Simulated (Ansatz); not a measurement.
# CsCu2I3 (Cmcm): a many-body input that goes wrong, and its mend

A first try at the G0W0 gap of CsCu2I3 (Cmcm), what the program said, and an input that works.

Main program and level: Ansatz 0.2.0; G0W0 on r2SCAN, plane waves, PAW.

In doubt: one-shot GW on d or f shells is unsure, so the values of those runs are not to be relied on.

## Step 1: Starting point

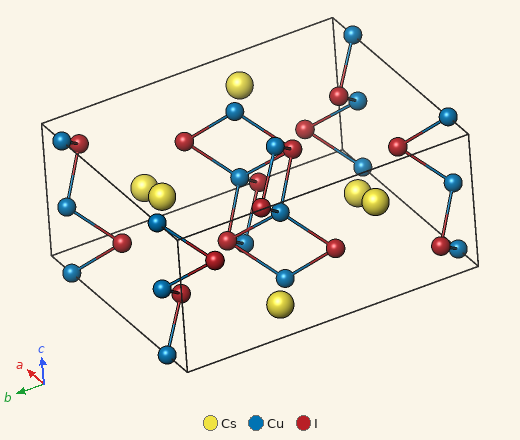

Start, viewed from a free direction; caesium yellow, copper blue, iodine red. This picture shows the conventional cell, with its axes. Some periodic images of atoms are drawn too.

The cell and positions come from the Crystallography Open Database and are kept as given unless a step says otherwise. Spin-orbit coupling is left out unless a step names it. The default PAW set here is soft_2. Its files were made with PBE.

## Step 2: First try

The input, input.yaml:

```yaml
crystal:
  lattice:
    - [5.27395, -6.58625, 0.0]
    - [5.27395, 6.58625, 0.0]
    - [0.0, 0.0, 6.09718]
  atoms:
    - { symbol: Cs, position: [0.3278, 0.6722, 0.25] }
    - { symbol: Cs, position: [0.6722, 0.3278, 0.75] }
    - { symbol: Cu, position: [0.851, 0.851, 0.0] }
    - { symbol: Cu, position: [0.149, 0.149, 0.5] }
    - { symbol: Cu, position: [0.149, 0.149, 0.0] }
    - { symbol: Cu, position: [0.851, 0.851, 0.5] }
    - { symbol: I, position: [0.8796, 0.1204, 0.25] }
    - { symbol: I, position: [0.1204, 0.8796, 0.75] }
    - { symbol: I, position: [0.836, 0.598, 0.25] }
    - { symbol: I, position: [0.164, 0.402, 0.75] }
    - { symbol: I, position: [0.598, 0.836, 0.75] }
    - { symbol: I, position: [0.402, 0.164, 0.25] }
kpoints:
  mp_grid: { grid: [1, 1, 1] }
hamiltonian:
  xc: r2scan
scf:
  occupations: { method: fixed }
gw:
  n_empty_bands: 688
  ecut_chi: 80
  qp_bands: [v4, c4]
  qp_kpoints: band_edges
  screening: { model: contour_deformation }
```

Command:

```bash
ansatz run input.yaml --threads 24 --pin off --max-ram 82944MiB --backend cuda --events-out ev --progress --plain --runs-dir out --devices 1 --max-vram 78GiB
```

Numbers of over 12 decimals in the logs are rounded to 6 here.

Output:

```text
GPUs: using 1 of 1 available (devices: 1).
Engine: ansatz 0.2.0, aarch64-unknown-linux-gnu
Pseudopotentials: kind: paw
Pseudopotential: Cs, paw, valence charge 9, recommended cutoff 500 eV (meta_gga), Cs.paw.azcp
Pseudopotential: Cu, paw, valence charge 19, recommended cutoff 500 eV (meta_gga), Cu.paw.azcp
Pseudopotential: I, paw, valence charge 17, recommended cutoff 500 eV (meta_gga), I.paw.azcp
Functional definition: r2SCAN
  parameter k0 = 0.174
  parameter k1 = 0.065
  parameter a1 = 4.9479
  exchange = r2scan_x(k0 = k0, k1 = k1, a1 = a1)
  correlation = r2scan_c
device memory: the entry about to start is reckoned to put 2.8 GiB on a device that reports 165.3 GiB free (of which the cap on the GPU budget leaves the run 78.0 GiB)
GPU FFT provider: cuFFT
GPU libraries: cuBLAS 13.8.1, cuFFT 12.4.0, cuSOLVER 12.3.2
GPU matrix products: emulated (plane waves: as basis.precision tells), large ones in fixed point in workspaces of 1.00 GiB
Crystal: 12 atoms, lattice volume = 423.578 Å³
Basis set: ecut = 500 eV, 10765 PW (Γ), exchange–correlation on 256×256×180 points (64 copies of the dense FFT grid, shifted against one another)
Bands: 118, of which v1, the nominal top of the filled ones, is band 98 counted from 1 (97 counted from 0)
Symmetry: 8 space group operations
Space group: Cmcm (ITA 63), of the structure as read, at distance tolerance 7.5e-5 Å
k-points: 1
Non-local potential: Cs, projectors of the file, l = 0: 3, l = 1: 2, l = 2: 2, l = 3: 2
Non-local potential: Cu, projectors of the file, l = 0: 3, l = 1: 2, l = 2: 3, l = 3: 1
Non-local potential: I, projectors of the file, l = 0: 2, l = 1: 2, l = 2: 2, l = 3: 2
PAW form: soft (Blöchl's): semilocal exchange-correlation on the pseudo side does not see the compensation charge
PAW frozen core: Cs, regenerated for the run's functional (the file was generated under x = pbe(κ = 0.804, μ = 0.219515), c = pbe(β = 0.066725))
PAW frozen core: Cu, regenerated for the run's functional (the file was generated under x = pbe(κ = 0.804, μ = 0.219515), c = pbe(β = 0.066725))
PAW frozen core: I, regenerated for the run's functional (the file was generated under x = pbe(κ = 0.804, μ = 0.219515), c = pbe(β = 0.066725))
PAW one-centre angular grid: Cs, 302 points (default); XC on 160 Gauss nodes
PAW one-centre angular grid: Cu, 590 points (default); XC on 160 Gauss nodes
PAW one-centre angular grid: I, 590 points (default); XC on 160 Gauss nodes
Initial density: superposition of atomic densities (neutral atoms: chi_scale 0, normalization atom), corrected by the library's trained network
Initial wavefunctions: pseudopotential atomic-orbital guess
GPU buffer pool allocated for 184320 grid points (all kernels)
GPU transforms: local potential and band sums: pruned to the plane-wave sphere, on 64×64×45
Functional: x = r2scan, c = r2scan; τ floored in thin density (d = 2e-4 eV/Å³)
SCF iter   1: F=—  HF=-83072.445957 eV  |F-HF|=—  |Δ(HF+E_count)|=         —  Δρ=1.53e-2  dr2=5.86e-1  dr2_τ=9.29e-3  ethr=1.77e-3  ⟨swp⟩=6.0  Hψ=382  notcnv=0  defer=16
preconditioner: auto → Resta (q_TF=auto, 2.399 Å⁻¹)  ε∞=4.6  [insulator: Δε(μ)=2.711 eV  Ē_g=9.482 eV  n_scr=96 (ndim 8)  ℏωp=18.0 eV  f_vac=0.164  ε∞_Penn≈4.6]
SCF iter   2: F=—  HF=-83072.489426 eV  |F-HF|=—  |Δ(HF+E_count)|=   4.35e-2  Δρ=9.15e-3  dr2=2.35e-1  dr2_τ=5.18e-3  ethr=2.99e-4  ⟨swp⟩=3.0  Hψ=242  notcnv=0  defer=16
SCF iter   3: F=—  HF=-83072.414755 eV  |F-HF|=—  |Δ(HF+E_count)|=   7.47e-2  Δρ=3.88e-3  dr2=4.60e-2  dr2_τ=6.19e-4  ethr=1.20e-4  ⟨swp⟩=2.0  Hψ=211  notcnv=0  defer=14
SCF iter   4: F=—  HF=-83072.413900 eV  |F-HF|=—  |Δ(HF+E_count)|=   8.55e-4  Δρ=5.97e-4  dr2=2.18e-3  dr2_τ=6.02e-5  ethr=2.35e-5  ⟨swp⟩=3.0  Hψ=160  notcnv=0  defer=18
SCF iter   5: F=—  HF=-83072.414944 eV  |F-HF|=—  |Δ(HF+E_count)|=   1.04e-3  Δρ=2.11e-4  dr2=2.55e-4  dr2_τ=6.93e-6  ethr=1.11e-6  ⟨swp⟩=2.0  Hψ=159  notcnv=0  defer=18
SCF iter   6: F=—  HF=-83072.415063 eV  |F-HF|=—  |Δ(HF+E_count)|=   1.19e-4  Δρ=1.05e-4  dr2=4.03e-5  dr2_τ=3.05e-7  ethr=1.30e-7  ⟨swp⟩=2.0  Hψ=158  notcnv=0  defer=18
SCF iter   7: F=—  HF=-83072.415070 eV  |F-HF|=—  |Δ(HF+E_count)|=   7.01e-6  Δρ=1.55e-5  dr2=1.11e-6  dr2_τ=5.46e-8  ethr=2.06e-8  ⟨swp⟩=2.0  Hψ=150  notcnv=0  defer=16
SCF iter   8: F=—  HF=-83072.415071 eV  |F-HF|=—  |Δ(HF+E_count)|=   8.17e-7  Δρ=6.88e-6  dr2=2.14e-7  dr2_τ=3.09e-9  ethr=5.67e-10  ⟨swp⟩=2.0  Hψ=189  notcnv=0  defer=16
SCF iter   9: F=-83072.415071 eV  HF=-83072.415071 eV  |F-HF|=1.63e-9  |Δ(HF+E_count)|=   6.16e-8  Δρ=1.89e-6  dr2=1.58e-8  dr2_τ=4.20e-10  ethr=5.10e-11  ⟨swp⟩=17.0  Hψ=699  notcnv=0
SCF 1 converged in 9 iterations: F = -83072.415071 eV  dr2 = 1.58e-8
[...]
device memory: the entry about to start is reckoned to put 2.8 GiB on a device that reports 165.2 GiB free (of which the cap on the GPU budget leaves the run 78.0 GiB)
NSCF: frozen V_eff on 1 k-points
[...]
device memory: the entry about to start is reckoned to put 2.4 GiB on a device that reports 165.0 GiB free (of which the cap on the GPU budget leaves the run 78.0 GiB)
NSCF: frozen V_eff on 1 k-points
G₀W₀ screening: q 1/1
G₀W₀ self-energy: k 1/1
device memory: the entry about to start is reckoned to put 1.0 GiB on a device that reports 164.7 GiB free (of which the cap on the GPU budget leaves the run 78.0 GiB)
NSCF: frozen V_eff on 1 k-points
device memory: the entry about to start is reckoned to put 1.0 GiB on a device that reports 165.6 GiB free (of which the cap on the GPU budget leaves the run 78.0 GiB)
NSCF: frozen V_eff on 1 k-points
device memory: the entry about to start is reckoned to put 1.0 GiB on a device that reports 165.6 GiB free (of which the cap on the GPU budget leaves the run 78.0 GiB)
NSCF: frozen V_eff on 1 k-points
device memory: the entry about to start is reckoned to put 1.0 GiB on a device that reports 165.6 GiB free (of which the cap on the GPU budget leaves the run 78.0 GiB)
NSCF: frozen V_eff on 1 k-points
device memory: the entry about to start is reckoned to put 1.0 GiB on a device that reports 165.6 GiB free (of which the cap on the GPU budget leaves the run 78.0 GiB)
NSCF: frozen V_eff on 1 k-points
device memory: the entry about to start is reckoned to put 1.0 GiB on a device that reports 165.6 GiB free (of which the cap on the GPU budget leaves the run 78.0 GiB)
NSCF: frozen V_eff on 1 k-points
device memory: the entry about to start is reckoned to put 1.0 GiB on a device that reports 165.6 GiB free (of which the cap on the GPU budget leaves the run 78.0 GiB)
NSCF: frozen V_eff on 1 k-points
SCF converged after 9 iterations
Free energy (F): -83072.415071 eV
Harris-Foulkes:  -83072.415071 eV  (|F-HF|=1.63e-9)
Internal energy: -83072.415071 eV  (E = F + TS)
E sigma→0 (E₀):  -83072.415071 eV
Fermi energy:    6.241179 eV
--- Per-component energies (eV) ---
  E_band       = -4665.415408
  E_kinetic    = 2621.579880
  E_local      = -44839.807105  (includes V_loc(G=0)·N_el)
  E_nonlocal   = 1166.573930
  E_hartree    = 21287.323370
  E_xc         = -1376.566622
  E_vxc        = -1596.708393  (∫ρ·V_xc dr)
  E_paw        = -45995.585019  (= ΣΔE_a)
  E_vpaw       = -4687.768412  (= ΣTr[D̂ρ^β])
  E_aug_tail   = 0.000414  (compensation charges beyond the density's cutoff)
  E_vtau       = 96.046236  (kinetic-family band-sum trace: ∫τ·v_τ [+ j·A + Jᵃ·Aᵃ] dr)
  E_ewald      = -15935.267565
  E_core_change = -0.666355  (= ΣΔE_core)
  E_smearing   = -0.000000  (= −TS)
  E_closure    = 0.000000  (closes the sum)
  Σ components = -83072.415071   (vs F -83072.415071, Δ=0.00e0)
--- Band table (eV) ---
  k-point 0: bands = [... 94 lower, 5.5750, 6.0357, 6.0500, 6.2412, 8.7746, 9.5919, 9.6622, 9.6875, ... 16 higher]
--- G₀W₀: contour deformation, 6 samples at zero and on the imaginary axis and 1 off it, 1 q-point, 688 empty bands' worth ---
  eigenvalues of the whole cell's RPA ε∞ on this k-mesh (on a slab, of 1 + 4πα/V) = 4.7313, 5.3211, 5.5494; static W/v taken at q = 0 is 0.195450
  gw.qp_kpoints: band_edges: 1 of 1 stored k-point solved, in 1 pass; an edge of the gap read off the rows below is read off those points alone
    ik  band        ε_KS         Σx   Σc(E_QP)       V_xc       Z   E_QP_lin       E_QP  E_QP is
     0    95      5.5750   -35.8020     6.1666   -29.1323  0.6931     5.0635     5.0719  root
     0    96      6.0357   -32.4353     5.1957   -26.7366  0.7145     5.5254     5.5327  root
     0    97      6.0500   -35.2553     5.6122   -29.2300  0.7065     5.6321     5.6369  root
     0    98      6.2412   -34.7578     5.4975   -28.8175  0.7105     5.7928     5.7984  root
     0    99      8.7746    -6.3913    -4.0395   -10.6497  0.7878     8.9945     8.9935  root
     0   100      9.5919    -7.4226    -3.4476   -11.0618  0.7827     9.7843     9.7836  root
     0   101      9.6622    -7.5755    -3.8194   -11.8065  0.7793    10.0775    10.0737  root
     0   102      9.6875    -8.2654    -4.0155   -12.8147  0.7752    10.2279    10.2214  root
```

Wall time 3.4 s (1 × NVIDIA GB200 (shared by 2 runs) with 24 threads of Arm Neoverse V2, shared host); peak memory 2.3 GiB; 14 s of CPU time.

**What went wrong?**

The run ended normally, though the input holds a fault or crude settings.

The fault: G0W0 on a mesh far too coarse. So few points can't sample the density or the screening, and the band edges may lie elsewhere in the zone.

It printed a gap of 3.20 eV, which is an artefact of the settings.

## Step 3: A better input

G0W0 replaces the xc potential by the self-energy, built once from these orbitals. Only a window of levels is corrected, while the sums run over the empty bands that the input names.

Changes to input.yaml since step 2:

```diff
@@ -19,3 +19,3 @@
 kpoints:
-  mp_grid: { grid: [1, 1, 1] }
+  mp_grid: { grid: [2, 2, 2] }
 hamiltonian:
@@ -25,4 +25,4 @@
 gw:
-  n_empty_bands: 688
-  ecut_chi: 80
+  n_empty_bands: 447
+  ecut_chi: 60
   qp_bands: [v4, c4]
```

Output:

```text
GPUs: using 1 of 1 available (devices: 1).
[...]
Crystal: 12 atoms, lattice volume = 423.578 Å³
Basis set: ecut = 500 eV, 10765 PW (Γ), exchange–correlation on 256×256×180 points (64 copies of the dense FFT grid, shifted against one another)
Bands: 118, of which v1, the nominal top of the filled ones, is band 98 counted from 1 (97 counted from 0)
[... 1 set-up line as in the run before ...]
[...]
k-points: 6 of 8
[...]
SCF iter   1: F=—  HF=-83073.777029 eV  |F-HF|=—  |Δ(HF+E_count)|=         —  Δρ=1.66e-2  dr2=6.99e-1  dr2_τ=7.73e-3  ethr=1.77e-3  ⟨swp⟩=5.3  Hψ=2276  notcnv=0  defer=100
[...]
SCF iter   9: F=-83073.692983 eV  HF=-83073.692983 eV  |F-HF|=1.28e-9  |Δ(HF+E_count)|=   7.82e-8  Δρ=1.75e-6  dr2=1.41e-8  dr2_τ=1.01e-10  ethr=5.10e-11  ⟨swp⟩=15.5  Hψ=3821  notcnv=0
SCF 1 converged in 9 iterations: F = -83073.692983 eV  dr2 = 1.41e-8
[...]
SCF converged after 9 iterations
[...]
0    95      5.5798   -36.1750     5.8325   -29.5896  0.7223     4.8137     4.8270  root
     0    96      6.0319   -32.4423     4.7685   -27.0039  0.7447     5.3534     5.3621  root
     0    97      6.0570   -35.6486     5.3621   -29.6028  0.7344     5.3636     5.3732  root
     0    98      6.2437   -34.9115     5.1057   -29.1507  0.7402     5.5803     5.5886  root
     0    99      8.7399    -6.8001    -3.4124   -10.6903  0.8234     9.2204     9.2177  root
     0   100      9.5652    -7.9189    -2.8655   -11.1944  0.8188     9.9773     9.9753  root
     0   101      9.6592    -7.8597    -3.3144   -11.8778  0.8111    10.3694    10.3629  root
     0   102      9.6776    -8.5271    -3.4922   -12.8665  0.8072    10.5344    10.5248  root
[...]
5    99     10.4051    -7.9325    -3.7087   -12.4676  0.8056    11.2419    11.2314  root
     5   100     10.4051    -7.9325    -3.7087   -12.4676  0.8056    11.2419    11.2314  root
     5   101     10.5910    -8.5749    -3.7630   -13.2309  0.8016    11.4968    11.4840  root
     5   102     10.5910    -8.5749    -3.7630   -13.2309  0.8016    11.4968    11.4840  root
```

Wall time 8.5 s (1 × NVIDIA GB200 (shared by 2 runs) with 24 threads); peak memory 3.1 GiB; 26 s of CPU time.

Numbers from this step:

```yaml
bands_summed: 545
rpa_eps_infinity_on_this_mesh_eigenvalues: 3.807, 3.884, 3.940
plane_waves_in_the_screening_matrix: 461
q_points_in_the_mesh: 8
g0w0_gap_on_the_mesh: 3.629 eV
k_of_the_valence_top: 0, 0, 0
k_of_the_conduction_bottom: 0, 0, 0
starting_gap_on_the_mesh: 2.496 eV
z_at_the_valence_top: 0.7402
z_at_the_conduction_bottom: 0.8234
least_direct_g0w0_gap_on_the_computed_points: 3.629 eV
```

The gap on the mesh goes from 2.50 eV to 3.63 eV, a correction of +1.13 eV. Between the two edge states, bare exchange in place of the xc potential would open the gap by 9.65 eV, and correlation takes back 8.52 eV.

## Step 4: What came out

```yaml
first_try: converged after 3.4 s
better_run: G0W0 gap on the mesh 3.63 eV (2×2×2 mesh, 447 empty bands, screening to 60 eV)
```

The second run differs in: mesh, empty bands and screening cutoff (eV). Bands and cutoff are finite, so the gap is not at the basis limit. The miss can reach some tenths of an eV and take either sign; the mesh is an error of its own. The 2×2×2 mesh is coarse for this cell (its supercell is 12 Å along the shortest edge). The RPA ε∞ on it, from the r2SCAN start, is 3.81, 3.88 and 3.94; such meshes misread the long-range screening, most where the gap is narrow. A d shell, filled or nearly so, lies near the gap. One-shot GW converges very slowly in bands there, not always from below, and on a semilocal start the gap tends to come out low; starts rich in exact exchange can overshoot instead. The many-body steps are scalar-relativistic: spin-orbit coupling is not in them.

[Paths, hosts, dates, memory and timing lines, banners, echoed tables and standing remarks are left out of the program output.]

[Logs are printed without paths, hosts, clocks, repeated set-up lines and the standing remarks that a program may print on its own settings, such as how far it seeks lower states.]

[Runs of the session that timed out or met a known fault of the program may be left out.]

[Cells called generated may have been cut or substituted from an entry of the Crystallography Open Database or the Materials Project.]

[Hosts, paths, dates, database ids (printed as entryN), source tags and the programs' standing remarks are cut or masked in the printed files.]
